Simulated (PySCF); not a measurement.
# CH₅F₃N₂Si₂: runs on many settings

Aim: see how CH₅F₃N₂Si₂ (`FC(F)(F)[SiH]1N[SiH2]N1`) answers to the choice of functional, basis, grid and SCF options.

Computed with PySCF 2.14.0, with density-fitted response routines of our own, on a single molecule in the gas phase. Atoms are numbered from 0 throughout.

### 1 The starting structure

13 atoms, charge 0, multiplicity 1; geometry from: GFN2-xTB.

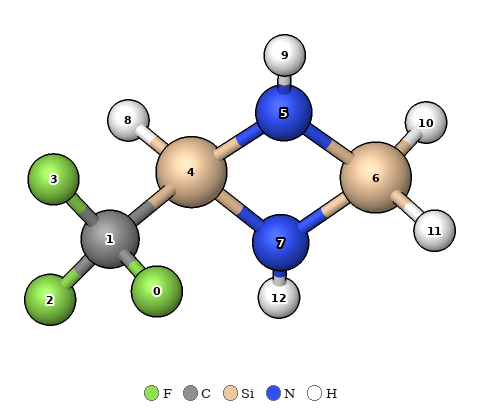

As it starts; fluorine green, carbon grey, silicon light orange, nitrogen blue, hydrogen white, atoms numbered.

### 2 Shielding tensors: PBE0/pcSseg-1

The job: settings as JSON, then the geometry in Å.

```
{"job": {"kind": "nmr", "xc": "PBE0", "basis": "pcSseg-1"}, "charge": 0, "multiplicity": 1}
F      1.733059     1.311123    -1.178915
C      1.992786     0.325560    -0.301687
F      2.777194    -0.558670    -0.956581
F      2.783835     0.871385     0.648257
Si     0.419416    -0.514758     0.450772
N     -0.757192     0.622983     0.997624
Si    -2.023595     0.141155    -0.113378
N     -0.769076    -0.912386    -0.735924
H      0.900801    -1.544674     1.361624
H     -0.754343     1.267587     1.764940
H     -3.092540    -0.597365     0.546914
H     -2.435810     1.187777    -1.035660
H     -0.778922    -1.599231    -1.465713
```

With the program's defaults for keys left out, this is: GIAO PBE0/pcSseg-1 NMR shielding, non-relativistic, gas phase.

The run is started by

```sh
$ OMP_NUM_THREADS=1 python probes_run.py task.json out
```

This one command runs all jobs of the session in turn.

The program printed:

```text
coarse grid: 12816 points
cycle   1  E = -1028.2185691022  dE =  1.219e+00  |g| = 1.024e+00  |ddm| = 3.415e+00
cycle   2  E = -1027.9757381765  dE =  2.428e-01  |g| = 1.561e+00  |ddm| = 1.523e+00
cycle   3  E = -1028.4073915479  dE = -4.317e-01  |g| = 4.666e-02  |ddm| = 9.909e-01
cycle   4  E = -1028.4077453804  dE = -3.538e-04  |g| = 2.596e-02  |ddm| = 7.262e-02
cycle   5  E = -1028.4078587477  dE = -1.134e-04  |g| = 9.789e-03  |ddm| = 2.488e-02
cycle   6  E = -1028.4078724151  dE = -1.367e-05  |g| = 1.875e-03  |ddm| = 5.900e-03
cycle   7  E = -1028.4078730578  dE = -6.427e-07  |g| = 2.929e-04  |ddm| = 1.880e-03
final grid: 118720 points
cycle   8  E = -1028.4670768773  dE = -3.402e-05  |g| = 7.982e-03  |ddm| = 1.798e-02
cycle   9  E = -1028.4670634628  dE =  1.341e-05  |g| = 1.167e-02  |ddm| = 1.402e-02
cycle  10  E = -1028.4670894313  dE = -2.597e-05  |g| = 4.712e-04  |ddm| = 8.253e-03
cycle  11  E = -1028.4670894616  dE = -3.031e-08  |g| = 2.382e-04  |ddm| = 4.984e-04
cycle  12  E = -1028.4670894719  dE = -1.024e-08  |g| = 8.203e-05  |ddm| = 1.951e-04
cycle  13  E = -1028.4670894728  dE = -9.127e-10  |g| = 1.897e-05  |ddm| = 5.009e-05
converged SCF energy = -1028.4670894728

GIAO shielding tensors (ppm)
atom      isotropic    diamagn.    paramagn.     s11        s22        s33       span
  0 F      259.203     474.898    -215.695    159.498    274.873    343.238    183.741
  1 C       51.143     251.506    -200.362     47.948     51.029     54.453      6.505
  2 F      257.515     472.961    -215.446    154.219    276.330    341.996    187.777
  3 F      257.480     472.972    -215.492    154.348    276.083    342.010    187.662
  4 Si     374.282     879.490    -505.208    328.143    394.866    399.839     71.696
  5 N      250.732     323.890     -73.158    203.976    255.681    292.538     88.562
  6 Si     362.220     879.919    -517.699    342.615    351.492    392.551     49.936
  7 N      250.632     323.873     -73.241    203.865    255.618    292.413     88.548
  8 H       26.156      28.218      -2.062     22.495     24.330     31.642      9.146
  9 H       31.676      32.226      -0.550     23.971     26.139     44.918     20.948
 10 H       25.848      28.414      -2.566     22.665     23.113     31.767      9.102
 11 H       25.884      29.169      -3.284     22.544     23.345     31.765      9.221
 12 H       31.670      32.207      -0.537     23.969     26.126     44.914     20.945
```

Run time: 58 s. Hardware: 1 thread of Intel Xeon at 2.50GHz, shared host; peak memory 0.79 GiB.

The references, computed at this level on geometries of the same kind, shield at (ppm): 1H TMS 31.72, 13C TMS 186.9, 29Si TMS 349.2, 19F CFCl3 170.9, 15N NH3 267.7. Their shielding less the atom's gives the shift. The references are single molecules in the gas phase, so shifts against H2O, NH3, PH3, H3PO4 or CFCl3 are not on the usual liquid scales and can be off by tens of ppm. Atoms listed in one row are averaged.

```csv
atoms,environment,σ (ppm),δ (ppm),δ scaled to CDCl3
C1,CF3 carbon,51.1,135.8,130.6
H10,,25.85,5.87,–
H11,,25.88,5.83,–
H8,,26.16,5.56,–
"H9, H12","hydrogen on a nitrogen bonded to 2 Si, in a 4-membered ring",31.67,0.04,–
"F0, F2, F3",fluorine of a CF3 group,258.1,-87.1,–
Si6,,362.2,-13.1,–
Si4,,374.3,-25.1,–
"N5, N7","nitrogen bonded to 2 Si, H, in a 4-membered ring",250.7,17.0,–
```

The scaled column applies a straight-line fit of computed shieldings to shifts measured in CDCl3, and one for carbons that bear F (root-mean-square error 0.16 ppm for H, 1.9 ppm for C).

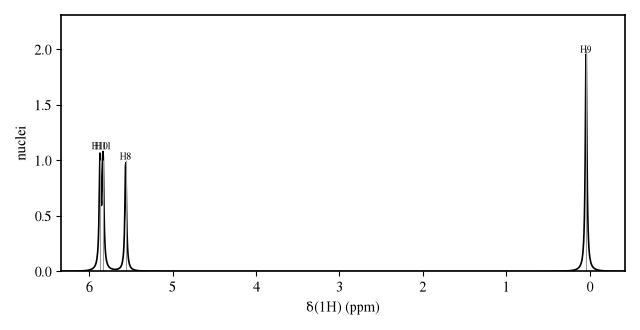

1H lines at the computed shifts, without couplings. Lines are broadened to a width of 0.02 ppm (Lorentzian).

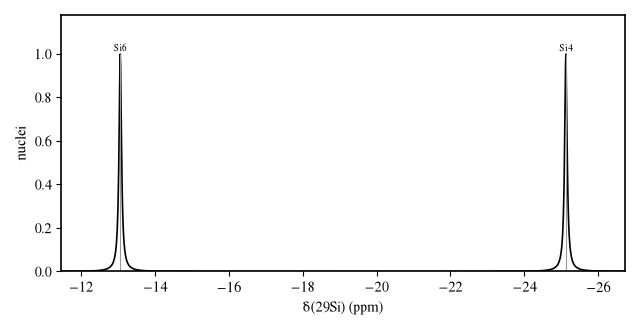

29Si lines at the computed shifts, without couplings. Lines are broadened to a width of 0.08 ppm (Lorentzian).

Charges from the same density, by scheme (e):

```csv
atoms,Mulliken,IAO,Hirshfeld,ESP fit
"F0, F2, F3",-0.28,-0.29,-0.11,-0.17
C1,0.51,0.52,0.16,0.34
Si4,0.98,1.14,0.41,0.66
"N5, N7",-0.79,-0.96,-0.34,-0.88
Si6,0.86,1.04,0.43,0.85
```

ESP fit charges:

F0 -0.16; C1 0.34; F2 -0.18; F3 -0.18; Si4 0.66; N5 -0.88; Si6 0.85; N7 -0.88; H8 -0.08; H9 0.39; H10 -0.14; H11 -0.13; H12 0.39

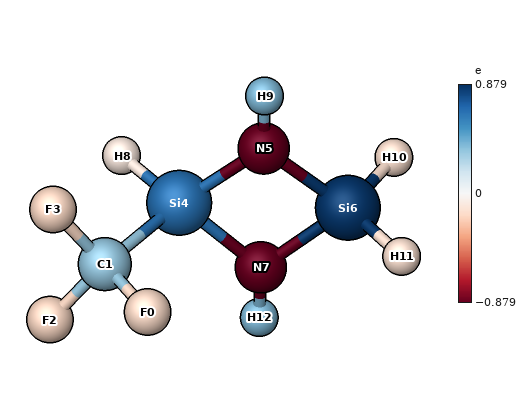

ESP fit charges, as colours on the atoms.

Mayer bond orders: F0–C1 0.95, C1–F2 0.95, C1–F3 0.96, C1–Si4 0.76, Si4–N5 0.98, N5–Si6 0.94, Si6–N7 0.94, N7–Si4 0.98.

Ring of atoms Si4, N5, Si6, N7: NICS(0) -8.2, NICS(1) -1.5, NICS(1)zz -0.2 ppm (means of both faces).

### 3 TDDFT and polarisability: PBE0/def2-SVPD

The job, as its differences from that of step 2:

```diff
@@ -1,2 +1,2 @@
-{"job": {"kind": "nmr", "xc": "PBE0", "basis": "pcSseg-1"}, "charge": 0, "multiplicity": 1}
+{"job": {"kind": "uv", "xc": "PBE0", "basis": "def2-SVPD", "nstates": 6, "ntriplets": 2}, "charge": 0, "multiplicity": 1}
 F      1.733059     1.311123    -1.178915
```

With the program's defaults for keys left out, this is: TDDFT PBE0/def2-SVPD, vertical, gas phase, core orbitals frozen in the response.

The program printed:

```text
coarse grid: 12816 points
cycle   1  E = -1027.7365286024  dE =  1.173e+00  |g| = 9.645e-01  |ddm| = 4.784e+00
cycle   2  E = -1027.4893981189  dE =  2.471e-01  |g| = 1.491e+00  |ddm| = 2.084e+00
cycle   3  E = -1027.9155402142  dE = -4.261e-01  |g| = 5.383e-02  |ddm| = 1.264e+00
cycle   4  E = -1027.9159685906  dE = -4.284e-04  |g| = 3.905e-02  |ddm| = 1.217e-01
cycle   5  E = -1027.9162711067  dE = -3.025e-04  |g| = 8.811e-03  |ddm| = 3.908e-02
cycle   6  E = -1027.9162848916  dE = -1.378e-05  |g| = 1.737e-03  |ddm| = 1.106e-02
cycle   7  E = -1027.9162856235  dE = -7.319e-07  |g| = 3.386e-04  |ddm| = 3.424e-03
final grid: 118720 points
cycle   8  E = -1028.0371133667  dE = -2.470e-05  |g| = 8.036e-03  |ddm| = 6.804e-02
cycle   9  E = -1028.0370975930  dE =  1.577e-05  |g| = 1.200e-02  |ddm| = 1.618e-02
cycle  10  E = -1028.0371265315  dE = -2.894e-05  |g| = 4.882e-04  |ddm| = 1.020e-02
cycle  11  E = -1028.0371265779  dE = -4.639e-08  |g| = 2.319e-04  |ddm| = 9.083e-04
cycle  12  E = -1028.0371265879  dE = -9.983e-09  |g| = 7.178e-05  |ddm| = 2.434e-04
cycle  13  E = -1028.0371265887  dE = -8.486e-10  |g| = 1.348e-05  |ddm| = 7.895e-05
converged SCF energy = -1028.0371265887

Static polarisability (au): isotropic 75.360, principal 67.961 69.728 88.391

Singlet excitations
state   eV       nm        f      main configurations
  1   5.3517    231.7   0.01797   H->L 0.99
  2   5.6896    217.9   0.00019   H-1->L 0.98
  3   6.6340    186.9   0.00033   H->L+1 0.97
  4   7.0246    176.5   0.00326   H-1->L+1 0.92
  5   7.0600    175.6   0.00077   H->L+2 0.94
  6   7.3506    168.7   0.00004   H-1->L+2 0.57, H-2->L 0.38

Triplet excitations (Tamm-Dancoff, eV): 5.1089 5.4249
```

It took 76 s on 1 thread of Intel Xeon at 2.50GHz, shared host; peak memory 0.89 GiB.

The orbitals next to the gap, with their largest atomic shares:

```csv
orbital,eV,atoms
HOMO−3,-10.10,"Si4 18 %, Si6 17 %, H8 16 %"
HOMO−2,-9.62,"C1 14 %, Si4 13 %, Si6 12 %"
HOMO−1,-7.90,"N7 20 %, N5 20 %, Si6 13 %"
HOMO,-7.57,"N5 40 %, N7 39 %, Si4 6 %"
LUMO,-0.82,"Si6 24 %, Si4 18 %, N7 9 %"
LUMO+1,0.39,"Si6 29 %, Si4 23 %, H10 7 %"
LUMO+2,0.92,"Si6 26 %, Si4 21 %, H8 8 %"
```

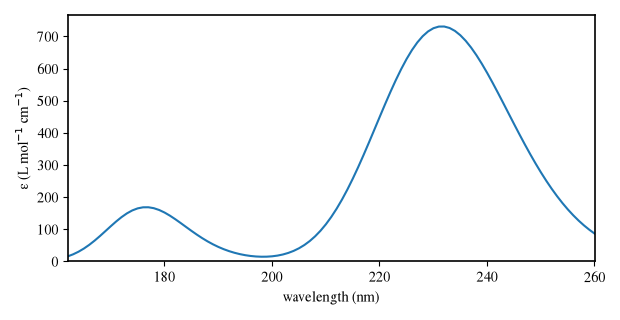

Absorption spectrum: each of the 6 states is a Gaussian band of 0.4 eV half-width at 1/e. Beyond the last state computed it falls off for lack of states.

Further results of this job:

```csv
property,computed
dipole moment (D),3.12
polarisability (Å³),11.17
HOMO–LUMO gap (eV),6.75
−ε(HOMO) (eV),7.57
```

### 4 Shielding tensors: WP04/pcSseg-1

The job, as its differences from that of step 3:

```diff
@@ -1,2 +1,2 @@
-{"job": {"kind": "uv", "xc": "PBE0", "basis": "def2-SVPD", "nstates": 6, "ntriplets": 2}, "charge": 0, "multiplicity": 1}
+{"job": {"kind": "nmr", "xc": "WP04", "basis": "pcSseg-1", "pop": false, "scf": {"damp": 0.3}}, "charge": 0, "multiplicity": 1}
 F      1.733059     1.311123    -1.178915
```

Method: GIAO WP04/pcSseg-1 NMR shielding, non-relativistic, gas phase.

The program printed:

```text
damping 0.30 in the first 6 cycles
final grid: 118720 points
cycle   1  E = -1043.5460613520  dE =  1.270e+00  |g| = 1.589e+00  |ddm| = 3.441e+00
cycle   2  E = -1043.6277495874  dE = -8.169e-02  |g| = 1.371e+00  |ddm| = 1.610e+00
cycle   3  E = -1043.7051719692  dE = -7.742e-02  |g| = 1.197e+00  |ddm| = 1.501e+00
cycle   4  E = -1043.7505612141  dE = -4.539e-02  |g| = 1.066e+00  |ddm| = 1.350e+00
cycle   5  E = -1043.7969120732  dE = -4.635e-02  |g| = 9.469e-01  |ddm| = 1.233e+00
cycle   6  E = -1043.4232470716  dE =  3.737e-01  |g| = 1.663e+00  |ddm| = 1.697e+00
cycle   7  E = -1042.6271739821  dE =  7.961e-01  |g| = 2.698e+00  |ddm| = 2.600e+00
cycle   8  E = -1043.9583092073  dE = -1.331e+00  |g| = 1.362e-01  |ddm| = 1.498e+00
cycle   9  E = -1043.9605516657  dE = -2.242e-03  |g| = 9.124e-02  |ddm| = 1.483e-01
cycle  10  E = -1043.9621421202  dE = -1.590e-03  |g| = 1.618e-02  |ddm| = 6.872e-02
cycle  11  E = -1043.9621919246  dE = -4.980e-05  |g| = 3.603e-03  |ddm| = 1.528e-02
cycle  12  E = -1043.9621943099  dE = -2.385e-06  |g| = 5.454e-04  |ddm| = 3.436e-03
cycle  13  E = -1043.9621943352  dE = -2.530e-08  |g| = 3.280e-04  |ddm| = 4.673e-04
cycle  14  E = -1043.9621943503  dE = -1.510e-08  |g| = 4.517e-05  |ddm| = 1.797e-04
cycle  15  E = -1043.9621943506  dE = -3.306e-10  |g| = 9.999e-06  |ddm| = 4.497e-05
converged SCF energy = -1043.9621943506

GIAO shielding tensors (ppm)
atom      isotropic    diamagn.    paramagn.     s11        s22        s33       span
  0 F      257.257     477.833    -220.576    153.804    268.681    349.286    195.482
  1 C       33.651     252.715    -219.064     29.113     32.175     39.664     10.550
  2 F      257.213     475.418    -218.205    149.898    271.725    350.015    200.117
  3 F      257.190     475.431    -218.241    150.022    271.494    350.053    200.030
  4 Si     375.669     881.884    -506.215    332.380    396.163    398.464     66.084
  5 N      238.215     327.146     -88.930    192.421    244.632    277.594     85.173
  6 Si     363.973     881.969    -517.996    347.857    356.735    387.326     39.470
  7 N      238.109     327.136     -89.027    192.305    244.571    277.451     85.146
  8 H       27.138      29.216      -2.078     23.432     25.333     32.650      9.218
  9 H       31.863      32.894      -1.031     24.504     26.739     44.347     19.843
 10 H       26.970      29.071      -2.101     23.766     24.253     32.892      9.126
 11 H       26.996      30.078      -3.082     23.649     24.491     32.846      9.197
 12 H       31.857      32.873      -1.016     24.503     26.727     44.342     19.839
```

It took 66 s on 1 thread of Intel Xeon at 2.50GHz, shared host; peak memory 0.78 GiB.

This run: δ C1 141.4, F0 -87.0, Si6 -29.7, Si4 -41.4, H10 5.03, H11 5.00 ppm (means over like atoms).

[end of part 1 of 2]
